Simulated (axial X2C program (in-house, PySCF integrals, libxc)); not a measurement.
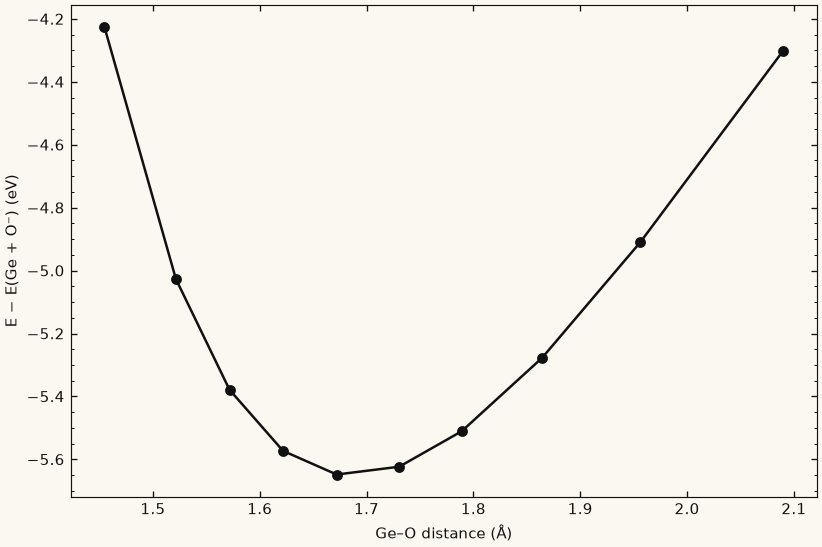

Figure 1. Energy at 10 bond lengths, for one set of occupations held fixed; the line joins the points. A polynomial of degree 6 through 9 points gives rₑ = 1.687 Å, ωₑ = 822.7 cm⁻¹, ωₑxₑ = 3.9 cm⁻¹ and Bₑ = 0.4505 cm⁻¹. The minimum lies 5.65 eV below Ge + O⁻, each computed as one determinant at the same level.

## Relativistic diatomic calculation for GeO⁻

- system: GeO⁻, single determinant with Ω = 1/2.
- method: TPSS, two-component X2C with atomic mean-field Coulomb and Gaunt terms, Ge dyall-acv3z, O dyall-av3z (cores contracted) (axial X2C program (in-house, PySCF integrals, libxc))

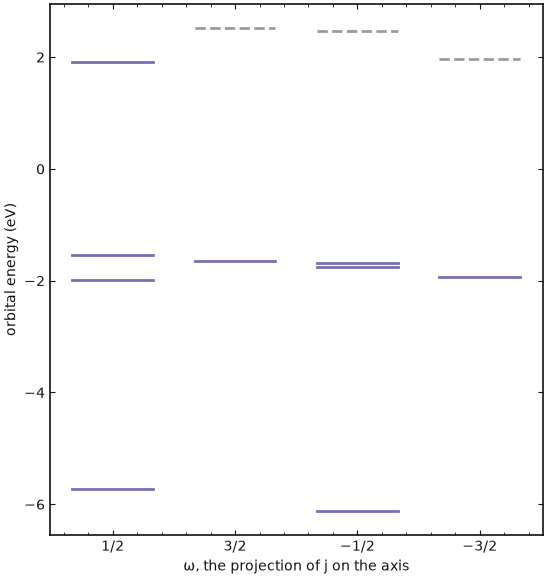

Figure 2. Orbital energies near the frontier at 1.67 Å, filled (solid) and empty (dashed). The highest filled spinor (1/2; 68 % Ge p, 15 % O p) lies at 1.91 eV, the lowest empty one (−3/2; 70 % Ge p, 14 % O p) at 1.96 eV. A filled level above zero is held only by the finite basis .

Input and output of the run follow.

Input:
```
{"zs": [32, 8], "q": -1, "bas": ["dyall-acv3z", "dyall-av3z"], "levels": ["PBE0", "HF", "TPSS"], "cc": true, "r0": 1.68, "thr": -1.0, "nmax": 90, "npts": 10, "nst": 2, "ntry": 6}
```

The line is the task of a batch: nuclear charges, charge, bases, the levels to run, a first guess of the distance and further settings. This report covers TPSS with spin-orbit coupling. The log is that of the reference distance 1.672 Å.

The run was one of a batch that the task file lists, launched with:
```bash
python <driver script> task.json out
```

The program's output:
```
two-component X2C + atomic mean field  TPSS
basis functions 178  fitting functions 970  grid points 5073
iter        total energy     max residual
   1      -2173.510928146     4.48e-02
   2      -2173.511104870     1.80e-02
   3      -2173.498634095     4.19e-02
   4      -2173.510816153     1.93e-02
   5      -2173.514052651     3.29e-03
   6      -2173.514140143     4.71e-04
   7      -2173.514146942     2.32e-04
   8      -2173.514147706     2.79e-05
   9      -2173.514147725     2.67e-05
  10      -2173.514147734     2.65e-06
  11      -2173.514147734     4.88e-07
converged
one-electron -3194.94375846  Coulomb 1030.01686680  exact exchange 0.00000000  xc functional -88.88389978  nuclear repulsion 81.02234808  atomic mean-field constant -0.72570438
```

The points of the curve:

```
R (Å)   E (hartree)  dipole (D; origin at the first atom, positive when the second is positive)  highest filled (eV)  lowest empty (eV)
1.455  −2173.461862                                                                       −1.09                 1.79               1.82
1.522  −2173.491307                                                                       −1.54                 1.83               1.87
1.572  −2173.504248                                                                       −1.91                 1.87               1.91
1.622  −2173.511386                                                                       −2.30                 1.90               1.94
1.672  −2173.514148                                                                       −2.70                 1.91               1.96
1.730  −2173.513238                                                                       −3.17                 1.91               1.97
1.789  −2173.509096                                                                       −3.63                 1.89               1.94
1.864  −2173.500519                                                                       −4.21                 1.83               1.89
1.956  −2173.487012                                                                       −4.88                 1.73               1.79
2.090  −2173.464635                                                                       −5.77                 1.55               1.63
```

Key numbers:

```
                 quantity                                      value
                  outcome  converged; a filled level lies above zero
           bond length rₑ                                    1.687 Å
                       ωₑ                                 822.7 cm⁻¹
    energy at the minimum                        −2173.51429 hartree
depth below the fragments                                    5.65 eV
                 hardware                  1 CPU thread, shared host
                wall time                                      6.7 s
```

Notes:

The highest filled level (TPSS, up to 1.91 eV) lies above zero. That is common for anions, where the functional's self-interaction leaves the outer electrons unbound; only the finite basis holds them, so such levels depend on it.
